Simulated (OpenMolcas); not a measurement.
Single-point calculation, with input and output: GaBr (part 3 of 3)

GaBr, multiplicity 3, SMILES [Ga][Br]; PBE/aug-cc-pVTZ, UKS (OpenMolcas 26.06). The geometry is that of the parent species in another charge or spin state. The geometry comes from this level: PBE0-D4/def2-TZVP.

Geometry of the input (Å):
```
Ga -0.0000  -0.0000  0.0138
Br 0.0000  0.0000  2.3881
```

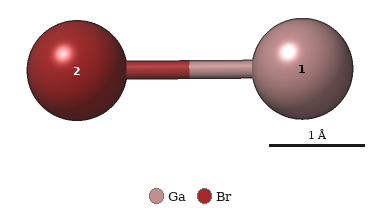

*The input geometry (ball-and-stick view, seen at a tilt; atoms are numbered from 1 in the order of the input). Sticks mark near contacts.*

### Log, continued
```
   51    0.1707    0.0000          6 GA1    1s     ( 0.877),    24 GA1    2pz    ( 0.755),    45 GA1    3d2+   ( 0.631),    66 BR2    1s     (-0.767),
                                 104 BR2    3d2+   (-0.866),

   52    0.1842    0.0000          6 GA1    1s     ( 5.744),    24 GA1    2pz    ( 5.719),    66 BR2    1s     (-5.366),

   53    0.2041    0.0000          6 GA1    1s     (-8.402),    66 BR2    1s     ( 7.212),

   54    0.2088    0.0000         18 GA1    2py    ( 1.857),    33 GA1    3d1-   ( 1.703),    78 BR2    2py    (-2.148),    92 BR2    3d1-   ( 1.223),

   55    0.2165    0.0000         12 GA1    2px    ( 1.814),    41 GA1    3d1+   ( 1.688),    72 BR2    2px    (-2.166),   100 BR2    3d1+   ( 1.276),

   56    0.2359    0.0000         18 GA1    2py    (-2.304),

   57    0.2531    0.0000         12 GA1    2px    (-2.360),

--

++    Molecular charges:
      ------------------

      Mulliken charges per centre and basis function type
      ---------------------------------------------------

                            GA1                     BR2
                     alpha        beta       alpha        beta
      1s           3.9852      3.5390      3.9986      3.9738
      2px          2.9696      2.0252      2.9707      2.9655
      2pz          2.2424      2.0632      2.7643      2.4171
      2py          2.0437      2.0327      2.9458      2.9557
      3d2+         1.0000      1.0002      1.0000      1.0000
      3d1+         1.0211      1.0055      1.0326      1.0019
      3d0          1.0105      1.0092      0.9963      0.9954
      3d1-         1.0064      1.0073      1.0021      1.0022
      3d2-         1.0000      1.0000      1.0000      1.0000
      4f3+         0.0000      0.0000      0.0000      0.0000
      4f2+         0.0000      0.0000      0.0000      0.0000
      4f1+         0.0041      0.0015      0.0018      0.0004
      4f0          0.0031      0.0029     -0.0004     -0.0007
      4f1-         0.0014      0.0017      0.0008      0.0004
      4f2-         0.0000      0.0000      0.0000      0.0000
      4f3-         0.0000      0.0000      0.0000      0.0000
      Total       16.2874     14.6882     17.7126     17.3118
      Total             30.9756                 35.0244

      Charge            0.0244                 -0.0244

      Total electronic charge=   66.000000

      Total            charge=   -0.000000
--

++    Molecular orbitals:
      -------------------

      Title: Natural orbitals

      Molecular orbitals for symmetry species 1: a

      Basis set list:
        1 GA1    1s                 25 GA1    2pz                49 GA1    4f2-               73 BR2    2py                97 BR2    3d1+
        2 GA1    1s                 26 GA1    3d2-               50 GA1    4f1-               74 BR2    2py                98 BR2    3d1+
        3 GA1    1s                 27 GA1    3d2-               51 GA1    4f1-               75 BR2    2py                99 BR2    3d1+
        4 GA1    1s                 28 GA1    3d2-               52 GA1    4f0                76 BR2    2py               100 BR2    3d1+
        5 GA1    1s                 29 GA1    3d2-               53 GA1    4f0                77 BR2    2py               101 BR2    3d2+
        6 GA1    1s                 30 GA1    3d1-               54 GA1    4f1+               78 BR2    2py               102 BR2    3d2+
        7 GA1    1s                 31 GA1    3d1-               55 GA1    4f1+               79 BR2    2pz               103 BR2    3d2+
        8 GA1    2px                32 GA1    3d1-               56 GA1    4f2+               80 BR2    2pz               104 BR2    3d2+
        9 GA1    2px                33 GA1    3d1-               57 GA1    4f2+               81 BR2    2pz               105 BR2    4f3-
       10 GA1    2px                34 GA1    3d0                58 GA1    4f3+               82 BR2    2pz               106 BR2    4f3-
       11 GA1    2px                35 GA1    3d0                59 GA1    4f3+               83 BR2    2pz               107 BR2    4f2-
       12 GA1    2px                36 GA1    3d0                60 BR2    1s                 84 BR2    2pz               108 BR2    4f2-
       13 GA1    2px                37 GA1    3d0                61 BR2    1s                 85 BR2    3d2-              109 BR2    4f1-
       14 GA1    2py                38 GA1    3d1+               62 BR2    1s                 86 BR2    3d2-              110 BR2    4f1-
       15 GA1    2py                39 GA1    3d1+               63 BR2    1s                 87 BR2    3d2-              111 BR2    4f0
       16 GA1    2py                40 GA1    3d1+               64 BR2    1s                 88 BR2    3d2-              112 BR2    4f0
       17 GA1    2py                41 GA1    3d1+               65 BR2    1s                 89 BR2    3d1-              113 BR2    4f1+
       18 GA1    2py                42 GA1    3d2+               66 BR2    1s                 90 BR2    3d1-              114 BR2    4f1+
       19 GA1    2py                43 GA1    3d2+               67 BR2    2px                91 BR2    3d1-              115 BR2    4f2+
       20 GA1    2pz                44 GA1    3d2+               68 BR2    2px                92 BR2    3d1-              116 BR2    4f2+
       21 GA1    2pz                45 GA1    3d2+               69 BR2    2px                93 BR2    3d0               117 BR2    4f3+
       22 GA1    2pz                46 GA1    4f3-               70 BR2    2px                94 BR2    3d0               118 BR2    4f3+
       23 GA1    2pz                47 GA1    4f3-               71 BR2    2px                95 BR2    3d0
       24 GA1    2pz                48 GA1    4f2-               72 BR2    2px                96 BR2    3d0

  Index Energy  Occupation Coefficients ...

    1 -481.0397    2.0000         60 BR2    1s     ( 1.000),

    2 -370.9959    2.0000          1 GA1    1s     ( 1.000),

    3  -61.8435    2.0000         61 BR2    1s     ( 1.005),

    4  -55.7580    2.0000         79 BR2    2pz    ( 1.000),

    5  -55.7548    2.0000         73 BR2    2py    ( 1.000),

    6  -55.7542    2.0000         67 BR2    2px    ( 1.000),

    7  -45.3915    2.0000          2 GA1    1s     ( 1.002),

    8  -40.2356    2.0000         14 GA1    2py    ( 1.000),

    9  -40.2334    2.0000         20 GA1    2pz    (-1.000),

   10  -40.2326    2.0000          8 GA1    2px    ( 1.000),

   11   -8.2599    2.0000         62 BR2    1s     ( 0.960),

   12   -6.2888    2.0000         68 BR2    2px    (-0.993),

   13   -6.2926    2.0000         74 BR2    2py    ( 0.993),

   14   -5.0655    2.0000          3 GA1    1s     (-0.657),    80 BR2    2pz    (-0.573),   101 BR2    3d2+   ( 0.376),

   15   -2.5008    2.0000         85 BR2    3d2-   (-0.995),

   16   -3.0371    2.0000        101 BR2    3d2+   (-0.902),

   17   -5.8104    2.0000          3 GA1    1s     ( 0.576),    80 BR2    2pz    (-0.775),

   18   -3.6341    2.0000         15 GA1    2py    ( 0.998),

   19   -2.5616    2.0000         93 BR2    3d0    (-0.972),

   20   -2.5156    2.0000         89 BR2    3d1-   ( 0.994),

   21   -2.7696    2.0000          9 GA1    2px    ( 0.474),    97 BR2    3d1+   ( 0.873),

   22   -3.9376    2.0000         21 GA1    2pz    (-0.895),

   23   -3.3726    2.0000          9 GA1    2px    (-0.872),    97 BR2    3d1+   ( 0.476),

   24   -0.7804    2.0000         34 GA1    3d0    ( 0.511),    42 GA1    3d2+   ( 0.828),

   25   -0.7406    2.0000         30 GA1    3d1-   ( 0.924),

   26   -0.7729    1.9999         26 GA1    3d2-   ( 0.991),

   27   -0.7421    1.9999         38 GA1    3d1+   ( 0.947),

   28   -0.7602    1.9999         34 GA1    3d0    ( 0.408),    64 BR2    1s     ( 0.815),

   29   -0.3175    1.9999         70 BR2    2px    ( 0.895),

   30   -0.7547    1.9999         34 GA1    3d0    (-0.740),    42 GA1    3d2+   ( 0.520),    64 BR2    1s     ( 0.400),

   31   -0.3350    1.9997         76 BR2    2py    ( 0.870),

   32   -0.3935    1.9994          5 GA1    1s     (-0.731),    82 BR2    2pz    (-0.609),

   33   -0.2557    1.0000          5 GA1    1s     (-0.757),    23 GA1    2pz    (-0.952),    82 BR2    2pz    ( 0.600),

   34   -0.0893    1.0000         11 GA1    2px    (-1.547),

   35    0.2215    0.0006          5 GA1    1s     (-0.677),     6 GA1    1s     ( 0.999),    22 GA1    2pz    ( 1.351),    24 GA1    2pz    ( 1.159),
                                  65 BR2    1s     (-0.886),    82 BR2    2pz    ( 1.235),

   36    0.0323    0.0003         17 GA1    2py    ( 1.176),

   37    0.3904    0.0001         23 GA1    2pz    ( 3.590),    24 GA1    2pz    (-2.089),

   38    0.3835    0.0001         10 GA1    2px    ( 2.668),    11 GA1    2px    (-3.602),    12 GA1    2px    ( 2.265),

   39    0.5162    0.0001          6 GA1    1s     (-0.928),    23 GA1    2pz    (-1.610),    64 BR2    1s     ( 1.103),

   40    0.6090    0.0001         10 GA1    2px    ( 2.309),    11 GA1    2px    (-4.510),    12 GA1    2px    ( 3.204),

   41    0.5479    0.0001         27 GA1    3d2-   ( 0.978),

   42    0.7148    0.0000         17 GA1    2py    (-5.392),    18 GA1    2py    ( 3.788),

   43    0.7165    0.0000         22 GA1    2pz    (-2.609),    23 GA1    2pz    ( 4.492),    24 GA1    2pz    (-2.961),

   44    0.9902    0.0000         10 GA1    2px    ( 13.49),    11 GA1    2px    (-26.59),    12 GA1    2px    ( 16.27),

   45    1.0787    0.0000         22 GA1    2pz    (-15.90),    23 GA1    2pz    ( 29.50),    24 GA1    2pz    (-17.62),

   46    1.1727    0.0000         10 GA1    2px    (-9.343),    11 GA1    2px    ( 17.82),    12 GA1    2px    (-10.92),

   47    0.9881    0.0000         16 GA1    2py    (-0.624),    17 GA1    2py    ( 1.049),    18 GA1    2py    (-0.698),    90 BR2    3d1-   ( 1.131),

   48    1.4218    0.0000          6 GA1    1s     ( 3.417),    22 GA1    2pz    ( 2.850),    24 GA1    2pz    ( 3.616),    65 BR2    1s     (-5.121),

   49    1.1213    0.0000         16 GA1    2py    (-15.98),    17 GA1    2py    ( 30.94),    18 GA1    2py    (-18.57),

   50    1.2444    0.0000          4 GA1    1s     (-7.854),     5 GA1    1s     (-8.693),    23 GA1    2pz    ( 5.980),

   51    1.0088    0.0000          4 GA1    1s     ( 2.847),     5 GA1    1s     ( 3.207),    64 BR2    1s     (-2.684),    65 BR2    1s     ( 4.105),

   52    1.0264    0.0000         86 BR2    3d2-   (-1.131),

   53    1.3295    0.0000          4 GA1    1s     (-9.772),     5 GA1    1s     (-8.683),    22 GA1    2pz    (-6.693),    23 GA1    2pz    ( 10.01),
                                  24 GA1    2pz    (-5.566),

   54    1.6468    0.0000         17 GA1    2py    ( 1.300),    32 GA1    3d1-   ( 0.768),    77 BR2    2py    (-1.096),   109 BR2    4f1-   ( 1.335),
                                 110 BR2    4f1-   (-0.986),

   55    1.6123    0.0000         10 GA1    2px    ( 4.240),    11 GA1    2px    (-8.057),    12 GA1    2px    ( 4.242),

   56    2.0239    0.0000         22 GA1    2pz    (-6.618),    23 GA1    2pz    ( 10.51),    24 GA1    2pz    (-9.064),    64 BR2    1s     (-7.517),
                                  65 BR2    1s     ( 9.323),

   57    1.6084    0.0000         22 GA1    2pz    (-19.62),    23 GA1    2pz    ( 35.80),    24 GA1    2pz    (-24.00),

   58    2.5778    0.0000         62 BR2    1s     (-6.381),    63 BR2    1s     ( 6.253),    64 BR2    1s     (-9.228),    65 BR2    1s     ( 8.019),

   59    1.0239    0.0000         17 GA1    2py    (-10.29),    18 GA1    2py    ( 7.010),

   60    0.9975    0.0000         10 GA1    2px    (-5.297),    11 GA1    2px    ( 10.23),    12 GA1    2px    (-7.293),

   61    0.8922    0.0000         22 GA1    2pz    (-13.12),    23 GA1    2pz    ( 20.93),    24 GA1    2pz    (-13.53),

   62    1.1020    0.0000         22 GA1    2pz    (-1.252),    23 GA1    2pz    ( 2.154),    63 BR2    1s     ( 1.457),    82 BR2    2pz    (-1.539),
                                  95 BR2    3d0    ( 1.150),

   63    1.6337    0.0000         74 BR2    2py    ( 1.613),    75 BR2    2py    (-2.647),    76 BR2    2py    ( 3.103),    77 BR2    2py    (-2.050),

   64    1.9943    0.0000         22 GA1    2pz    (-6.537),    23 GA1    2pz    ( 10.63),    24 GA1    2pz    (-6.732),    82 BR2    2pz    (-5.499),

   65    1.1508    0.0000         10 GA1    2px    ( 4.142),    11 GA1    2px    (-6.884),    12 GA1    2px    ( 4.838),    70 BR2    2px    ( 4.366),
                                  71 BR2    2px    (-4.495),

   66    0.6737    0.0000          4 GA1    1s     ( 13.67),     5 GA1    1s     ( 10.56),

   67    0.2852    0.0000         88 BR2    3d2-   ( 1.543),

   68    0.6586    0.0000         10 GA1    2px    ( 5.068),    11 GA1    2px    (-9.028),    12 GA1    2px    ( 5.693),

   69    0.6078    0.0000         76 BR2    2py    ( 3.106),    77 BR2    2py    (-4.322),

   70    0.7224    0.0000          4 GA1    1s     ( 4.591),     5 GA1    1s     ( 2.791),     6 GA1    1s     (-3.374),    17 GA1    2py    (-2.435),
                                  22 GA1    2pz    ( 3.243),    23 GA1    2pz    (-4.446),    66 BR2    1s     ( 2.315),

   71    0.4851    0.0000          6 GA1    1s     ( 1.234),    17 GA1    2py    ( 0.858),    24 GA1    2pz    ( 0.775),    32 GA1    3d1-   ( 1.431),
                                  66 BR2    1s     (-0.863),    77 BR2    2py    (-1.209),

   72    0.1918    0.0000         25 GA1    2pz    (-1.623),    37 GA1    3d0    (-1.879),    66 BR2    1s     ( 1.932),    84 BR2    2pz    ( 1.381),

   73    0.7667    0.0000         22 GA1    2pz    ( 6.058),    23 GA1    2pz    (-8.285),    24 GA1    2pz    ( 7.289),    65 BR2    1s     (-4.162),
                                  83 BR2    2pz    ( 4.352),

   74    0.6768    0.0000         17 GA1    2py    ( 0.601),    32 GA1    3d1-   ( 0.775),    46 GA1    4f3-   (-0.827),    47 GA1    4f3-   ( 0.596),
                                  92 BR2    3d1-   ( 1.027),

   75    0.2294    0.0000         18 GA1    2py    (-0.393),    33 GA1    3d1-   (-0.560),    41 GA1    3d1+   ( 0.349),    47 GA1    4f3-   ( 0.647),
                                  51 GA1    4f1-   ( 0.392),    72 BR2    2px    (-0.576),    76 BR2    2py    (-0.462),    77 BR2    2py    ( 0.691),
                                  92 BR2    3d1-   (-0.407),

   76    1.3611    0.0000         16 GA1    2py    ( 13.95),    17 GA1    2py    (-24.39),    18 GA1    2py    ( 15.61),

   77    1.3437    0.0000         86 BR2    3d2-   (-1.128),    87 BR2    3d2-   ( 1.946),

   78    0.6858    0.0000         12 GA1    2px    (-1.113),    41 GA1    3d1+   (-0.647),    70 BR2    2px    (-0.859),    71 BR2    2px    ( 1.176),
                                  72 BR2    2px    ( 0.712),   100 BR2    3d1+   (-0.981),   114 BR2    4f1+   ( 0.606),

   79    0.5840    0.0000          4 GA1    1s     ( 7.469),     5 GA1    1s     ( 4.410),     6 GA1    1s     (-6.038),    24 GA1    2pz    (-5.165),
                                  66 BR2    1s     ( 4.314),

   80    0.4311    0.0000         18 GA1    2py    ( 3.201),    32 GA1    3d1-   ( 2.379),    51 GA1    4f1-   ( 2.027),    77 BR2    2py    (-3.455),
                                  92 BR2    3d1-   ( 2.915),

   81    0.4106    0.0000         12 GA1    2px    ( 3.163),    40 GA1    3d1+   ( 2.324),    55 GA1    4f1+   ( 2.158),    71 BR2    2px    (-3.558),
                                 100 BR2    3d1+   ( 2.802),

   82    0.1983    0.0000         18 GA1    2py    (-1.337),    33 GA1    3d1-   (-1.604),    77 BR2    2py    ( 1.952),

   83    0.8487    0.0000         11 GA1    2px    ( 4.491),

   84    0.6497    0.0000         18 GA1    2py    ( 0.758),    78 BR2    2py    (-0.515),    92 BR2    3d1-   ( 0.988),   106 BR2    4f3-   (-0.972),

   85    1.8730    0.0000         16 GA1    2py    ( 2.537),    17 GA1    2py    (-4.513),    18 GA1    2py    ( 2.893),

   86    1.9976    0.0000        107 BR2    4f2-   ( 1.483),   108 BR2    4f2-   (-1.161),

   87    0.9494    0.0000         40 GA1    3d1+   (-0.631),    58 GA1    4f3+   ( 1.143),    59 GA1    4f3+   (-0.616),    71 BR2    2px    ( 0.690),

--

++    Molecular properties:
      ---------------------

      Charge (e):
                      =   -0.0000
      Dipole Moment (debye):
      Origin of the operator (angstrom)=    0.0000    0.0000    1.2812
                   X=  7.8685E-15               Y= -1.1165E-14               Z= -1.0687E+00           Total=  1.0687E+00
      Quadrupole Moment (debye*angstrom):
      Origin of the operator (angstrom)=    0.0000    0.0000    1.2812
                  XX= -3.9693E+01              XY=  5.4463E-02              XZ=  6.8822E-16              YY= -3.3484E+01
                  YZ=  9.6894E-15              ZZ= -3.2529E+01
      In traceless form (debye*angstrom)
                  XX= -6.6866E+00              XY=  8.1695E-02              XZ=  1.0323E-15              YY=  2.6265E+00
                  YZ=  1.4534E-14              ZZ=  4.0601E+00
--

--- Stop Module: scf /rc=_RC_ALL_IS_WELL_ ---
--- Module scf spent 42 seconds ---

.##################.
.# Happy landing! #.
.##################.

    Timing: Wall=47.50 User=41.94 System=5.48
```

### Results in brief

```csv
quantity,value
outcome,converged
total energy,−4498.357579 hartree
basis functions,118
⟨S²⟩,2.003
dipole moment,1.07 debye
wall time,48 s
peak memory,0.74 GiB
```
